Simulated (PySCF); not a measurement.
# C₆H₂F₂O: circular dichroism and optical rotation, excited states, first hyperpolarisability

What do calculations give for the circular dichroism and optical rotation, excited states, first hyperpolarisability of C₆H₂F₂O (`O=CC(F)=C=C=C=CF`)?

Programs: PySCF 2.14.0, with routines of our own; each step states its level. All values are computed. Atoms count from 0.

## 1. The system as given

11 atoms, charge 0, multiplicity 1; geometry from: GFN2-xTB.

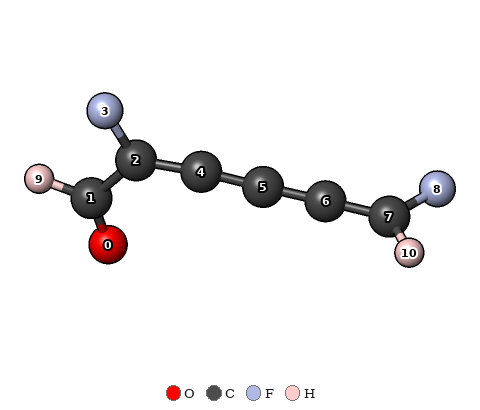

The starting geometry (oxygen red, carbon dark grey, fluorine light blue, hydrogen pink).

## 2. Optimising the geometry at PBE0-D3(BJ)/def2-SVP

Job settings and geometry (Å):

```
{"job": {"xc": "PBE0", "basis": "def2-SVP", "d3": "d3bj", "grid": 2, "kind": "geom"}, "charge": 0, "multiplicity": 1}
O      2.346753    -1.245569    -1.419362
C      2.722987    -0.617663    -0.466199
C      1.863161     0.137371     0.452126
F      2.533070     0.771787     1.439406
C      0.549118     0.219875     0.365602
C     -0.703445     0.225962     0.190684
C     -1.965052     0.258556     0.035370
C     -3.258921     0.309686    -0.134157
F     -4.101716    -0.567371     0.421646
H      3.788621    -0.545487    -0.180489
H     -3.769152     1.055524    -0.730591
```

On the command line:

```
> OMP_NUM_THREADS=1 python excited_run.py task.json out
```

This one command runs all jobs of the session in turn.

The program printed:

```text
step   0  E = -503.66842052  max force = 0.016005
step   1  E = -503.66790185  max force = 0.011010
step   2  E = -503.66921053  max force = 0.005898
step   3  E = -503.66858432  max force = 0.010938
step   4  E = -503.66952710  max force = 0.007320
step   5  E = -503.66975434  max force = 0.004145
step   6  E = -503.66970985  max force = 0.005538
step   7  E = -503.66987856  max force = 0.001074
step   8  E = -503.66988307  max force = 0.000942
step   9  E = -503.66990149  max force = 0.000229
step  10  E = -503.66990213  max force = 0.000143
optimisation converged
```

It took 79 s on 1 thread of Intel Xeon Platinum 8488C, shared host; peak memory 0.69 GiB.

Along the way: (the energy doesn't fall at every step)

```csv
step,energy from step 0 (eV),largest force component (eV/Å)
0,0.0000,0.8230
1,0.0141,0.5662
2,-0.0215,0.3033
3,-0.0045,0.5625
4,-0.0301,0.3764
5,-0.0363,0.2131
6,-0.0351,0.2848
7,-0.0397,0.0552
8,-0.0398,0.0484
9,-0.0403,0.0118
10,-0.0403,0.0074
```

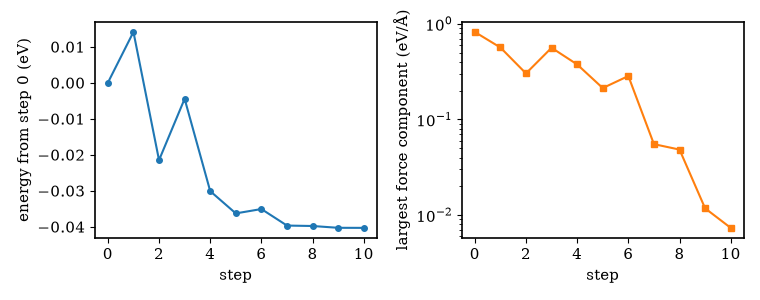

Energy and force, step by step.

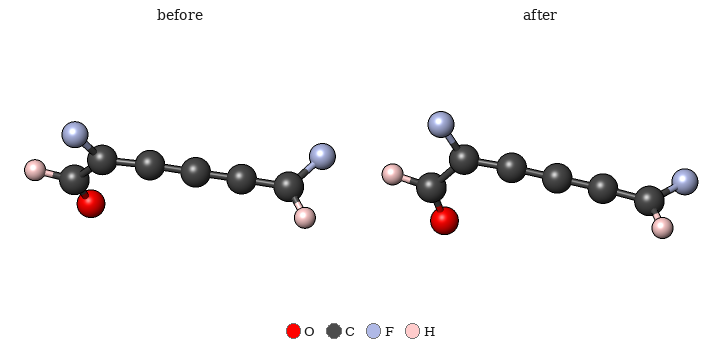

Before and after, at one scale.

Close pairs (by a distance rule), those that changed most:

| bond | before (Å) | after (Å) | change (Å) |
| --- | --- | --- | --- |
| C2–F3 | 1.351 | 1.333 | -0.018 |
| C1–C2 | 1.467 | 1.486 | +0.018 |
| C7–F8 | 1.337 | 1.323 | -0.015 |
| C1–H9 | 1.106 | 1.119 | +0.013 |
| C7–H10 | 1.083 | 1.096 | +0.013 |
| C4–C5 | 1.265 | 1.277 | +0.012 |
| C6–C7 | 1.306 | 1.317 | +0.011 |
| C5–C6 | 1.272 | 1.281 | +0.010 |

The next job starts from the end point, and lists it.

```csv
at the end point,value
point group (found at 0.08 Å tolerance),C1
"rotational constants (GHz, main isotopes)","3.907, 0.562, 0.503"
dipole moment (D),1.83
```

## 3. Circular dichroism and optical rotation: TDDFT CAM-B3LYP/aug-cc-pVDZ

Job settings and geometry (Å):

```
{"job": {"kind": "ecd", "xc": "CAM-B3LYP", "basis": "aug-cc-pVDZ", "nstates": 12}, "charge": 0, "multiplicity": 1}
O      2.480811    -0.784784    -1.505566
C      2.787320    -0.445120    -0.395421
C      1.825182     0.007430     0.642033
F      2.410468     0.332561     1.794488
C      0.515609     0.091079     0.466369
C     -0.734540     0.139547     0.209695
C     -1.990347     0.194167    -0.039018
C     -3.271452     0.312667    -0.320282
F     -4.149061    -0.658976    -0.132639
H      3.845038    -0.435794    -0.030375
H     -3.717650     1.224205    -0.733499
```

With the program's defaults for keys left out, this is: TDDFT CAM-B3LYP/aug-cc-pVDZ circular dichroism and optical rotation, one conformer, gas phase.

The program printed:

```text
coarse grid: 11016 points
cycle   1  E = -504.2177960875  dE =  1.933e+00  |g| = 9.926e-01  |ddm| = 1.824e+01
cycle   2  E = -503.8751962266  dE =  3.426e-01  |g| = 1.715e+00  |ddm| = 6.193e+00
cycle   3  E = -504.4221672846  dE = -5.470e-01  |g| = 1.472e-01  |ddm| = 3.749e+00
cycle   4  E = -504.4250637197  dE = -2.896e-03  |g| = 9.599e-02  |ddm| = 5.469e-01
cycle   5  E = -504.4269352840  dE = -1.872e-03  |g| = 1.761e-02  |ddm| = 3.044e-01
cycle   6  E = -504.4270078734  dE = -7.259e-05  |g| = 1.061e-02  |ddm| = 8.524e-02
cycle   7  E = -504.4270415602  dE = -3.369e-05  |g| = 2.620e-03  |ddm| = 4.172e-02
cycle   8  E = -504.4270443849  dE = -2.825e-06  |g| = 1.125e-03  |ddm| = 1.566e-02
final grid: 112408 points
cycle   9  E = -504.4415563835  dE = -1.598e-05  |g| = 3.763e-03  |ddm| = 3.437e-01
cycle  10  E = -504.4415547697  dE =  1.614e-06  |g| = 5.000e-03  |ddm| = 3.250e-02
cycle  11  E = -504.4415590308  dE = -4.261e-06  |g| = 3.562e-04  |ddm| = 1.471e-02
cycle  12  E = -504.4415590507  dE = -1.988e-08  |g| = 2.109e-04  |ddm| = 2.329e-03
cycle  13  E = -504.4415590610  dE = -1.026e-08  |g| = 7.561e-05  |ddm| = 9.620e-04
cycle  14  E = -504.4415590625  dE = -1.527e-09  |g| = 1.637e-05  |ddm| = 3.447e-04
cycle  15  E = -504.4415590626  dE = -7.674e-11  |g| = 8.983e-06  |ddm| = 1.011e-04
converged SCF energy = -504.4415590626

Singlet excitations and rotatory strengths (1e-40 esu^2 cm^2)
state   eV       nm     f(len)   f(vel)    R(len)    R(vel)   main configurations
  1   3.1141   398.1  0.00011  0.00007    -2.354    -1.929   H->L 0.60, H-1->L 0.34
  2   3.6005   344.4  0.00014  0.00013     2.694     2.313   H-2->L 0.84
  3   3.8762   319.9  0.00018  0.00016     2.521     2.155   H-1->L+1 0.61, H->L+1 0.36
  4   4.3332   286.1  0.20217  0.19704     1.157     1.268   H-1->L 0.52, H->L 0.29, H->L+1 0.10
  5   5.4004   229.6  1.17261  1.14046     5.319     5.190   H->L+1 0.43, H-1->L+1 0.25, H-1->L 0.09
  6   5.9778   207.4  0.01121  0.01025     0.521     0.551   H-2->L+1 0.94
  7   6.0929   203.5  0.00101  0.00086     0.229     0.194   H-4->L 0.64, H->L+4 0.08
  8   6.5527   189.2  0.00115  0.00119    10.865    10.675   H->L+2 0.22, H-4->L 0.17, H-1->L+2 0.13
  9   6.6946   185.2  0.00335  0.00331     4.518     3.945   H->L+2 0.34, H-3->L+1 0.26, H->L+4 0.09
 10   6.7264   184.3  0.00615  0.00591   -17.903   -17.531   H-3->L+1 0.28, H-1->L+2 0.26
 11   6.7909   182.6  0.03154  0.03068    -4.448    -4.393   H-3->L+1 0.34, H-1->L+2 0.30, H->L+2 0.15
 12   6.9430   178.6  0.00113  0.00116    -4.024    -3.462   H-2->L+4 0.33, H->L+4 0.16, H-1->L+4 0.09

Specific rotation (deg / (dm g/mL))
    nm     length   length(OI)   velocity    alpha(len)  alpha(vel)
  633.0      55.21      56.19      56.43      110.839    108.083
  589.3      61.65      62.84      64.16      112.398    109.601
  546.0      65.48      66.94      70.72      114.441    111.588
```

It took 71 s on 1 thread of Intel Xeon Platinum 8488C, shared host; peak memory 0.98 GiB.

Warnings kept with the result: wavelengths within 0.3 eV of the first excitation or beyond it are left out.

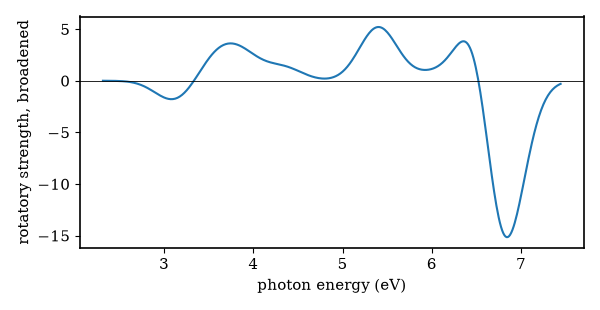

Circular dichroism: velocity-form rotatory strengths under Gaussians of 0.3 eV half-width at 1/e.

## 4. Excited states: TDA wB97X-D/def2-TZVP

The job, as its differences from that of step 3:

```diff
@@ -1,2 +1,2 @@
-{"job": {"kind": "ecd", "xc": "CAM-B3LYP", "basis": "aug-cc-pVDZ", "nstates": 12}, "charge": 0, "multiplicity": 1}
+{"job": {"kind": "states", "xc": "wB97X-D", "basis": "def2-TZVP", "tda": true, "soc": true, "nstates": 6, "ntriplets": 5, "nquad": 4}, "charge": 0, "multiplicity": 1}
 O      2.480811    -0.784784    -1.505566
```

Level: TDA wB97X-D/def2-TZVP excited states, vertical, gas phase, spin-orbit mean-field couplings.

The program printed:

```text
coarse grid: 11016 points
cycle   1  E = -504.3829142651  dE =  1.932e+00  |g| = 1.081e+00  |ddm| = 5.036e+00
cycle   2  E = -504.1165406383  dE =  2.664e-01  |g| = 1.693e+00  |ddm| = 4.297e+00
cycle   3  E = -504.6106748551  dE = -4.941e-01  |g| = 1.406e-01  |ddm| = 3.317e+00
cycle   4  E = -504.6134428603  dE = -2.768e-03  |g| = 9.298e-02  |ddm| = 2.058e-01
cycle   5  E = -504.6150753930  dE = -1.633e-03  |g| = 1.593e-02  |ddm| = 1.277e-01
cycle   6  E = -504.6151600528  dE = -8.466e-05  |g| = 8.737e-03  |ddm| = 3.877e-02
cycle   7  E = -504.6151851347  dE = -2.508e-05  |g| = 2.787e-03  |ddm| = 1.701e-02
cycle   8  E = -504.6151893014  dE = -4.167e-06  |g| = 1.208e-03  |ddm| = 1.195e-02
final grid: 112408 points
cycle   9  E = -504.6107392547  dE = -1.683e-04  |g| = 1.076e-02  |ddm| = 1.579e-01
cycle  10  E = -504.6107330971  dE =  6.158e-06  |g| = 1.257e-02  |ddm| = 2.653e-02
cycle  11  E = -504.6107549686  dE = -2.187e-05  |g| = 9.919e-04  |ddm| = 1.349e-02
cycle  12  E = -504.6107551093  dE = -1.407e-07  |g| = 6.809e-04  |ddm| = 2.237e-03
cycle  13  E = -504.6107551997  dE = -9.042e-08  |g| = 1.541e-04  |ddm| = 9.941e-04
cycle  14  E = -504.6107552066  dE = -6.875e-09  |g| = 4.584e-05  |ddm| = 3.451e-04
cycle  15  E = -504.6107552079  dE = -1.259e-09  |g| = 3.397e-05  |ddm| = 1.579e-04
cycle  16  E = -504.6107552084  dE = -5.126e-10  |g| = 7.854e-06  |ddm| = 8.937e-05
converged SCF energy = -504.6107552084

Singlet excitations
state   eV       nm        f     d(h-e)  d(exc)  Lambda  PR(NTO)  |dmu|/D   mu/D   main configurations
  1   3.1810   389.8   0.00014   0.922   3.289   0.624   1.077    2.494    3.863   H->L 0.79, H-1->L 0.14
  2   3.6445   340.2   0.00007   0.964   2.805   0.472   1.100    2.844    1.891   H-2->L 0.84, H-2->L+2 0.10
  3   3.9617   313.0   0.00028   0.969   3.203   0.629   1.046    2.568    2.273   H-1->L+1 0.81, H->L+1 0.15
  4   4.6641   265.8   0.21625   0.384   3.353   0.755   1.655    1.011    2.724   H-1->L 0.62, H->L+1 0.18, H->L 0.11
  5   5.8193   213.1   1.56428   0.638   3.051   0.738   2.140                     H->L+1 0.46, H-1->L+2 0.16, H-1->L 0.14
  6   6.0602   204.6   0.01244   3.309   4.386   0.348   1.077                     H-2->L+1 0.93

Triplet excitations (Tamm-Dancoff)
state   eV     d(h-e)  d(exc)  Lambda  PR(NTO)   main configurations
  1   2.3305   0.195   2.990   0.753   1.101   H-1->L 0.78, H->L 0.15
  2   2.8731   0.509   3.146   0.606   1.158   H->L 0.67, H-1->L 0.14, H-2->L 0.11
  3   2.9090   0.048   2.835   0.752   1.099   H->L+1 0.77, H-1->L+1 0.14
  4   3.1866   0.487   2.818   0.492   1.230   H-2->L 0.71, H->L 0.11, H-2->L+2 0.10
  5   3.7042   0.972   3.183   0.628   1.022   H-1->L+1 0.82, H->L+1 0.15
S1 - T1 = 0.8505 eV

Spin-orbit couplings |<S|Hso|T>| (cm-1)
             T1       T2       T3       T4       T5
S0        0.073   28.383    2.841   40.990   14.829
S1        8.923    0.728    7.703    2.617    0.113
S2       10.541    2.910    3.799    0.763    0.161
S3        8.634    0.717    4.154    0.317    0.117
S4        0.274   11.261    1.315    6.669   10.030
S5        0.233    8.710    0.925    9.235    4.964
S6        0.551    2.337    3.215    7.217    8.669
T1 sublevels (cm-1): 0.000 0.003 0.013   radiative rates (1/s): 0.0317 0.0173 0.116
```

Run time: 58 s. Hardware: 1 thread of Intel Xeon Platinum 8488C, shared host; peak memory 1.1 GiB.

In short:

```
  quantity    value
S1 less T1  0.85 eV
```

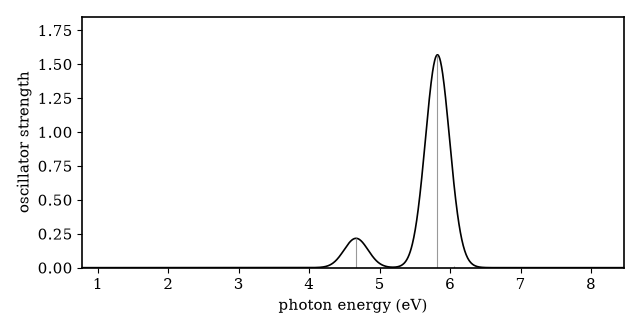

Absorption lines of the singlets. Lines are broadened to a width of 0.40 eV (Gaussian).

## 5. Excited states: TDDFT CAM-B3LYP/aug-cc-pVDZ

The job, as its differences from that of step 4:

```diff
@@ -1,2 +1,2 @@
-{"job": {"kind": "states", "xc": "wB97X-D", "basis": "def2-TZVP", "tda": true, "soc": true, "nstates": 6, "ntriplets": 5, "nquad": 4}, "charge": 0, "multiplicity": 1}
+{"job": {"kind": "states", "xc": "CAM-B3LYP", "basis": "aug-cc-pVDZ", "tpa": true, "nstates": 8, "nquad": 6, "ntriplets": 0}, "charge": 0, "multiplicity": 1}
 O      2.480811    -0.784784    -1.505566
```

Level: TDDFT CAM-B3LYP/aug-cc-pVDZ excited states, vertical, gas phase, two-photon moments by quadratic response.

The program printed:

```text
coarse grid: 11016 points
cycle   1  E = -504.2177960875  dE =  1.933e+00  |g| = 9.926e-01  |ddm| = 1.824e+01
cycle   2  E = -503.8751962266  dE =  3.426e-01  |g| = 1.715e+00  |ddm| = 6.193e+00
cycle   3  E = -504.4221672846  dE = -5.470e-01  |g| = 1.472e-01  |ddm| = 3.749e+00
cycle   4  E = -504.4250637197  dE = -2.896e-03  |g| = 9.599e-02  |ddm| = 5.469e-01
cycle   5  E = -504.4269352840  dE = -1.872e-03  |g| = 1.761e-02  |ddm| = 3.044e-01
cycle   6  E = -504.4270078734  dE = -7.259e-05  |g| = 1.061e-02  |ddm| = 8.524e-02
cycle   7  E = -504.4270415602  dE = -3.369e-05  |g| = 2.620e-03  |ddm| = 4.172e-02
cycle   8  E = -504.4270443849  dE = -2.825e-06  |g| = 1.125e-03  |ddm| = 1.566e-02
final grid: 112408 points
cycle   9  E = -504.4415563835  dE = -1.598e-05  |g| = 3.763e-03  |ddm| = 3.437e-01
cycle  10  E = -504.4415547697  dE =  1.614e-06  |g| = 5.000e-03  |ddm| = 3.250e-02
cycle  11  E = -504.4415590308  dE = -4.261e-06  |g| = 3.562e-04  |ddm| = 1.471e-02
cycle  12  E = -504.4415590507  dE = -1.988e-08  |g| = 2.109e-04  |ddm| = 2.329e-03
cycle  13  E = -504.4415590610  dE = -1.026e-08  |g| = 7.561e-05  |ddm| = 9.620e-04
cycle  14  E = -504.4415590625  dE = -1.527e-09  |g| = 1.637e-05  |ddm| = 3.447e-04
cycle  15  E = -504.4415590626  dE = -7.674e-11  |g| = 8.983e-06  |ddm| = 1.011e-04
converged SCF energy = -504.4415590626

Singlet excitations
state   eV       nm        f     d(h-e)  d(exc)  Lambda  PR(NTO)  |dmu|/D   mu/D   delta(TPA)   sigma/GM   main configurations
  1   3.1141   398.1   0.00011   0.959   3.320   0.682   1.098    2.585    3.939        0.12      0.000   H->L 0.60, H-1->L 0.34
  2   3.6005   344.4   0.00014   0.964   2.829   0.454   1.103    2.841    1.927        0.12      0.001   H-2->L 0.84
  3   3.8762   319.9   0.00018   1.023   3.240   0.704   1.022    2.604    2.328        0.41      0.002   H-1->L+1 0.61, H->L+1 0.36
  4   4.3335   286.1   0.20219   0.410   3.373   0.704   1.625    1.192    2.902      110.32      0.759   H-1->L 0.52, H->L 0.29, H->L+1 0.10
  5   5.4007   229.6   1.17288   0.480   3.078   0.673   1.988    1.113    2.685      209.55      2.239   H->L+1 0.43, H-1->L+1 0.25, H-1->L 0.09
  6   5.9779   207.4   0.01125   3.423   4.483   0.331   1.058    8.238    7.070       78.27      1.025   H-2->L+1 0.94
  7   6.0929   203.5   0.00101   1.158   2.950   0.445   1.821                                            H-4->L 0.64, H->L+4 0.08
  8   6.5528   189.2   0.00115   0.246   4.083   0.382   1.864                                            H->L+2 0.22, H-4->L 0.17, H-1->L+2 0.13
```

Run time: 50 s. Hardware: 1 thread of Intel Xeon Platinum 8488C, shared host; peak memory 0.91 GiB.

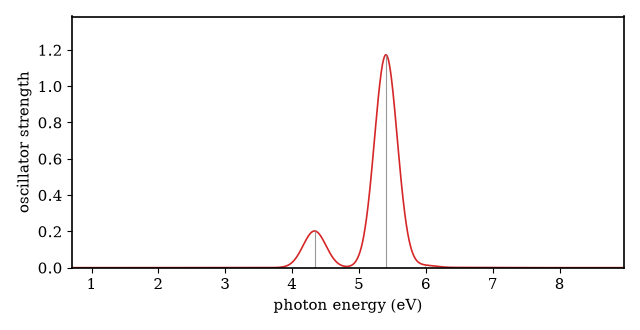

Absorption lines of the singlets. Lines are broadened to a width of 0.40 eV (Gaussian).

## 6. First hyperpolarisability: quadratic response CAM-B3LYP/aug-cc-pVDZ

The job, as its differences from that of step 5:

```diff
@@ -1,2 +1,2 @@
-{"job": {"kind": "states", "xc": "CAM-B3LYP", "basis": "aug-cc-pVDZ", "tpa": true, "nstates": 8, "nquad": 6, "ntriplets": 0}, "charge": 0, "multiplicity": 1}
+{"job": {"kind": "beta", "xc": "CAM-B3LYP", "basis": "aug-cc-pVDZ"}, "charge": 0, "multiplicity": 1}
 O      2.480811    -0.784784    -1.505566
```

Level: quadratic response CAM-B3LYP/aug-cc-pVDZ first hyperpolarisability, Taylor convention, gas phase.

The program printed:

```text
coarse grid: 11016 points
cycle   1  E = -504.2177960875  dE =  1.933e+00  |g| = 9.926e-01  |ddm| = 1.824e+01
cycle   2  E = -503.8751962266  dE =  3.426e-01  |g| = 1.715e+00  |ddm| = 6.193e+00
cycle   3  E = -504.4221672846  dE = -5.470e-01  |g| = 1.472e-01  |ddm| = 3.749e+00
cycle   4  E = -504.4250637197  dE = -2.896e-03  |g| = 9.599e-02  |ddm| = 5.469e-01
cycle   5  E = -504.4269352840  dE = -1.872e-03  |g| = 1.761e-02  |ddm| = 3.044e-01
cycle   6  E = -504.4270078734  dE = -7.259e-05  |g| = 1.061e-02  |ddm| = 8.524e-02
cycle   7  E = -504.4270415602  dE = -3.369e-05  |g| = 2.620e-03  |ddm| = 4.172e-02
cycle   8  E = -504.4270443849  dE = -2.825e-06  |g| = 1.125e-03  |ddm| = 1.566e-02
final grid: 112408 points
cycle   9  E = -504.4415563835  dE = -1.598e-05  |g| = 3.763e-03  |ddm| = 3.437e-01
cycle  10  E = -504.4415547697  dE =  1.614e-06  |g| = 5.000e-03  |ddm| = 3.250e-02
cycle  11  E = -504.4415590308  dE = -4.261e-06  |g| = 3.562e-04  |ddm| = 1.471e-02
cycle  12  E = -504.4415590507  dE = -1.988e-08  |g| = 2.109e-04  |ddm| = 2.329e-03
cycle  13  E = -504.4415590610  dE = -1.026e-08  |g| = 7.561e-05  |ddm| = 9.620e-04
cycle  14  E = -504.4415590625  dE = -1.527e-09  |g| = 1.637e-05  |ddm| = 3.447e-04
cycle  15  E = -504.4415590626  dE = -7.674e-11  |g| = 8.983e-06  |ddm| = 1.011e-04
converged SCF energy = -504.4415590626

Lowest singlets (eV, f): 3.1141 0.0001  3.6005 0.0001  3.8762 0.0002

First hyperpolarisability (au)
process     nm      |vector|   parallel      HRS      DR
static         -      365.20     109.76     166.34   3.826
shg       1907.0      415.40     129.69     188.42   3.915
eope      1907.0      380.82     115.95          -       -
shg       1064.0      574.47     193.39     258.27   4.079
eope      1064.0      419.35     131.25          -       -
```

It took 38 s on 1 thread of Intel Xeon Platinum 8488C, shared host; peak memory 0.87 GiB.

## 7. Summary of results

```
                                                                                         quantity                                                          value
                                                                                      point group                                                             C1
                                                             rotational constants (main isotopes)                                           3.91, 0.56, 0.50 GHz
state of largest rotatory strength (velocity form) among 12 (step 3, TDDFT CAM-B3LYP/aug-cc-pVDZ)  6.73 eV, R = -17.5 (velocity), -17.9 (length) ·10⁻⁴⁰ esu² cm²
                              specific rotation at 633.0 nm (step 3, TDDFT CAM-B3LYP/aug-cc-pVDZ)                                 56.4 (velocity), 55.2 (length)
                                                       S1 less T1 (step 4, TDA wB97X-D/def2-TZVP)                                                        0.85 eV
                                      β vector (step 6, quadratic response CAM-B3LYP/aug-cc-pVDZ)            static 365, SHG 1907.0 nm 415, SHG 1064.0 nm 574 au
```

In words: Relaxing lowered the energy by 0.040 eV in 10 steps; the close pair that moved most is C2–F3, from 1.351 to 1.333 Å. Rotations belong to one conformer and to the handedness of the start. In step 4, the number of triplets below S1 is 3, and the largest singlet-triplet spin-orbit coupling is S0–T4, 40.99 cm⁻¹. β grows from 365 au (static) to 574 au for doubling at 1064.0 nm: normal dispersion, which grows as twice the photon energy moves toward the bright states.
